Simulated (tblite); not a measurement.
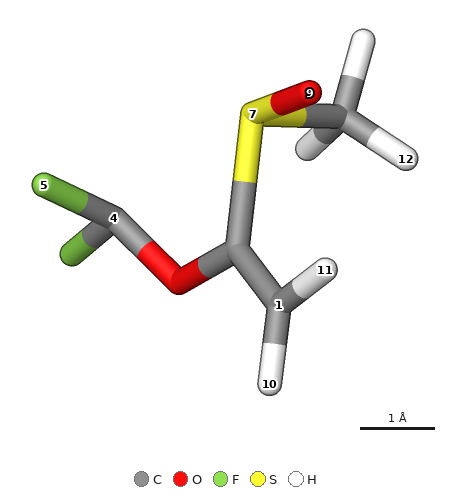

Figure 1. The structure as given in the input (stick view, seen at a tilt; atoms are numbered from 1 in the order of the input).

# Frequency calculation of C4H5F2O2S

The run: frequency calculation of C4H5F2O2S, multiplicity 2. Method and program: GFN2-xTB harmonic vibrations, gas phase (tblite 0.8.0).

It belongs to a series of runs on one base structure; here: H removed from sp3 C.

### What the program printed
```
mode    cm-1     km/mol
  1      26.4      1.18
  2      51.6      5.56
  3      80.0      3.07
  4     100.4      0.96
  5     145.5      0.10
  6     175.4      2.80
  7     217.6      3.79
  8     299.0      7.22
  9     333.4      6.78
 10     349.6     20.28
 11     442.9      1.02
 12     455.1      9.65
 13     514.2     21.94
 14     543.0     14.22
 15     592.7     25.07
 16     663.8     46.58
 17     705.9     11.93
 18     872.6     15.16
 19     880.2      8.43
 20     887.1     41.47
 21     896.1     59.59
 22     980.0     98.39
 23    1098.6     12.93
 24    1134.7    235.90
 25    1152.4    365.72
 26    1216.9    318.30
 27    1282.5      5.09
 28    1347.1      2.92
 29    1425.9      7.91
 30    1445.3     10.24
 31    1690.1     34.45
 32    3055.3      0.63
 33    3066.7      1.83
 34    3076.8      3.83
 35    3113.3      3.64
 36    3151.7      4.85
```

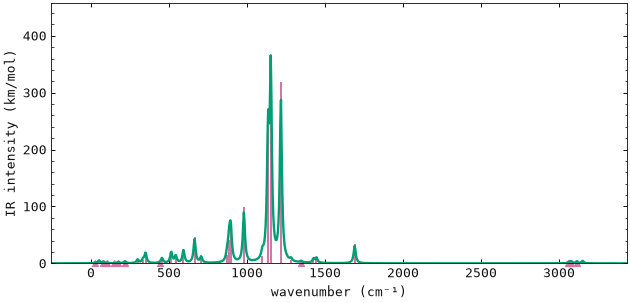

Figure 2. Harmonic infrared spectrum, unscaled: sticks (degenerate modes added up, dark ones marked on the axis) with a Lorentzian envelope of 16 cm⁻¹ full width, scaled to the tallest stick. 36 modes from 26 to 3152 cm⁻¹, none imaginary. The strongest line is at 1152 cm⁻¹ (366 km/mol).

This output came from the following input.

### Input file
```
{"job": {"kind": "ir", "xc": "GFN2-xTB", "basis": "xTB"}, "charge": 0, "multiplicity": 2}
C     -0.762332     1.881023     0.351640
C     -0.605877     0.615531     0.020060
O     -1.441089    -0.402185     0.372884
C     -1.436446    -1.497318    -0.407565
F     -1.839383    -1.313591    -1.684595
F     -2.138968    -2.494089     0.136800
S      0.830560     0.057394    -1.012123
C      1.734068    -0.639852     0.442249
O      1.534825     1.279605    -1.369050
H     -1.602646     2.245252     0.914386
H     -0.011807     2.581737     0.030296
H      1.942485     0.162077     1.141901
H      1.131909    -1.416997     0.898508
H      2.664022    -1.059059     0.072278
```

The first line tells a small driver script what to run in tblite; the rest is the geometry in Å.

Launched with:
```bash
OMP_NUM_THREADS=1 python <driver script> task.json out
```

### Summary

| quantity | value |
| --- | --- |
| outcome | converged |
| total energy | −866.1780 eV |
| zero-point energy | 53.5660 kcal/mol |
| hardware | 1 CPU thread, shared host |
| wall time | 0.51 s |
| peak memory | 0.17 GiB |
